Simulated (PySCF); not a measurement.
## NMR shielding calculation, with input and output: SiP2H6

The run: NMR shielding calculation of SiP2H6, SMILES P[SiH2]P. Method and program: GIAO PBE0/pcSseg-1 NMR shielding, non-relativistic, gas phase (PySCF 2.14.0).

The geometry comes from this level: GFN2-xTB, MD frame at 1000 fs, 200 K. It belongs to a series of runs on one base structure; here: MD frame at 1000 fs, 200 K. Figures and captions count atoms from 1; the log counts them from 0 in places.

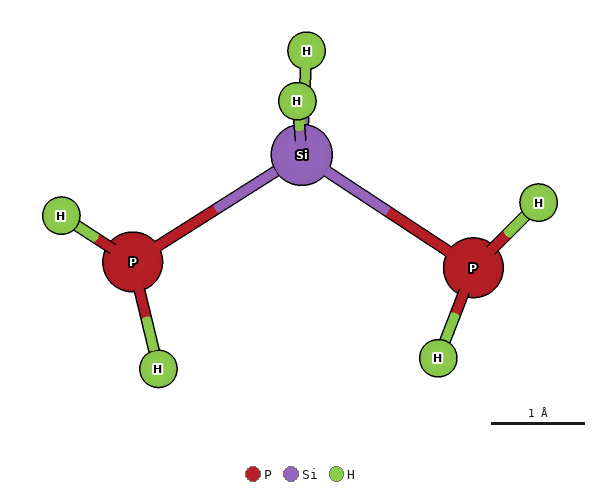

The structure (ball-and-stick view, seen at a tilt).

Summary

| quantity | value |
| --- | --- |
| outcome | converged |
| total energy | −975.367822 hartree |
| HOMO | −7.55 eV |
| LUMO | −0.13 eV |
| dipole moment | 1.90 D |
| isotropic shielding, P | 599.0 to 633.8 ppm |
| isotropic shielding, Si | 412.9 ppm |
| isotropic shielding, H | 27.3 to 30.9 ppm |
| hardware | 1 CPU thread, shared host |
| wall time | 3.3 s |
| peak memory | 0.45 GiB |

Input file
```
{"job": {"kind": "nmr", "xc": "PBE0", "basis": "pcSseg-1", "pop": false}, "charge": 0, "multiplicity": 1}
P     -2.641500     0.942000     0.400100
Si    -1.122200    -0.593800    -0.137700
P      0.506800     0.276700    -1.483000
H     -3.063400     0.298700     1.583800
H     -1.764100     1.762400     1.164200
H     -0.724200    -1.269900     1.055600
H     -1.709000    -1.621000    -0.970000
H      1.471300    -0.425100    -0.841700
H      0.742600     1.403500    -0.672300
```

The first line tells a small driver script what to run in PySCF; the rest is the geometry in Å.

Run as:
```bash
OMP_NUM_THREADS=1 python <driver script> task.json out
```

Log
```
coarse grid: 8592 points
cycle   1  E = -975.3429654085  dE = -5.219e-02  |g| = 1.573e-01  |ddm| = 2.584e+00
cycle   2  E = -975.3455666202  dE = -2.601e-03  |g| = 1.279e-01  |ddm| = 4.480e-01
cycle   3  E = -975.3506831995  dE = -5.117e-03  |g| = 2.535e-02  |ddm| = 2.329e-01
cycle   4  E = -975.3508434806  dE = -1.603e-04  |g| = 4.160e-03  |ddm| = 3.890e-02
cycle   5  E = -975.3508492380  dE = -5.757e-06  |g| = 2.167e-03  |ddm| = 1.082e-02
final grid: 68016 points
cycle   6  E = -975.3678192774  dE = -1.121e-05  |g| = 2.972e-03  |ddm| = 2.008e-02
cycle   7  E = -975.3678197608  dE = -4.835e-07  |g| = 2.722e-03  |ddm| = 8.645e-03
cycle   8  E = -975.3678219466  dE = -2.186e-06  |g| = 1.338e-04  |ddm| = 4.215e-03
cycle   9  E = -975.3678219509  dE = -4.311e-09  |g| = 4.093e-05  |ddm| = 2.359e-04
cycle  10  E = -975.3678219515  dE = -5.716e-10  |g| = 7.946e-06  |ddm| = 7.022e-05
```

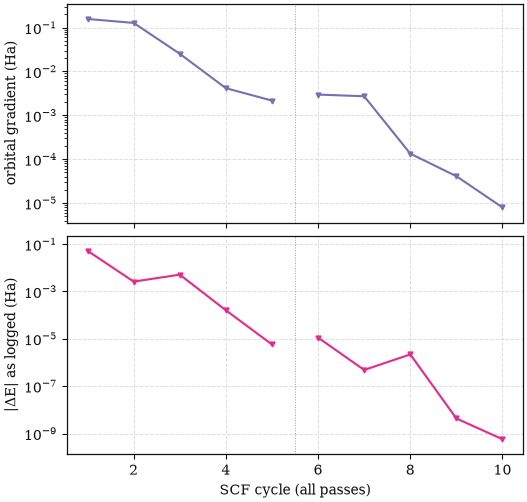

Convergence of the self-consistent field: orbital gradient and size of the energy change against the SCF cycle. The dotted line marks the change from a coarse to the final integration grid. The first 5 cycles use a coarse grid, the final grid takes over at cycle 6, and the field converges after 10 cycles in all.

```
converged SCF energy = -975.3678219515

GIAO shielding tensors (ppm)
atom      isotropic    diamagn.    paramagn.     s11        s22        s33       span
  0 P      598.963     966.245    -367.281    503.700    599.785    693.405    189.704
  1 Si     412.923     880.766    -467.843    379.275    397.878    461.615     82.340
  2 P      633.784     967.427    -333.643    550.298    638.829    712.226    161.928
  3 H       29.634      28.831       0.803     24.484     26.266     38.151     13.667
  4 H       29.913      29.767       0.146     24.615     28.054     37.069     12.455
  5 H       27.330      30.736      -3.405     22.553     26.013     33.425     10.871
  6 H       27.801      29.488      -1.686     24.076     25.819     33.509      9.433
  7 H       30.933      31.585      -0.651     25.347     27.617     39.837     14.490
  8 H       30.652      30.848      -0.195     24.837     28.643     38.476     13.639
```

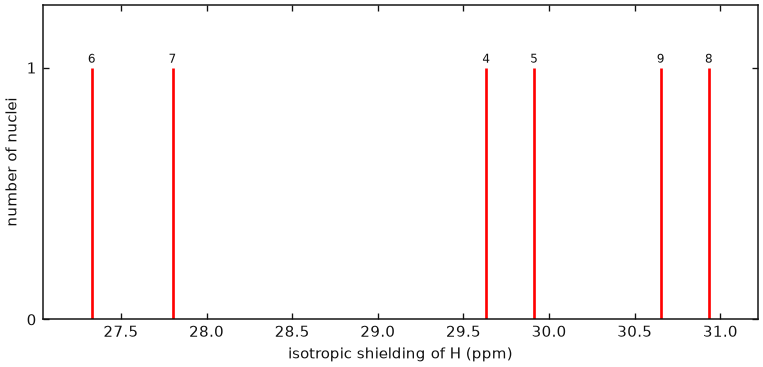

Isotropic shieldings of the hydrogen nuclei in this fixed geometry, labelled by atom number; shielding grows to the right, so chemical shift grows to the left. The least shielded is H6 (27.3 ppm), the most shielded H8 (30.9 ppm).
